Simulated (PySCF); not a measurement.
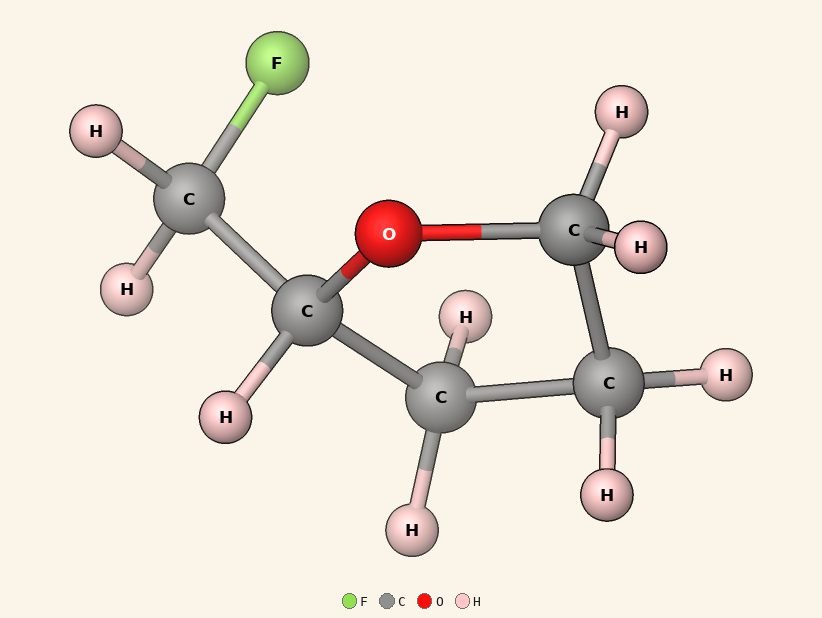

Orthographic view. Distant atoms are faded towards the background colour. Geometry: a frame of a GFN2-xTB molecular-dynamics simulation, not a minimum.

> Give the standard InChI.

InChI=1S/C5H9FO/c6-4-5-2-1-3-7-5/h5H,1-4H2/t5-/m1/s1
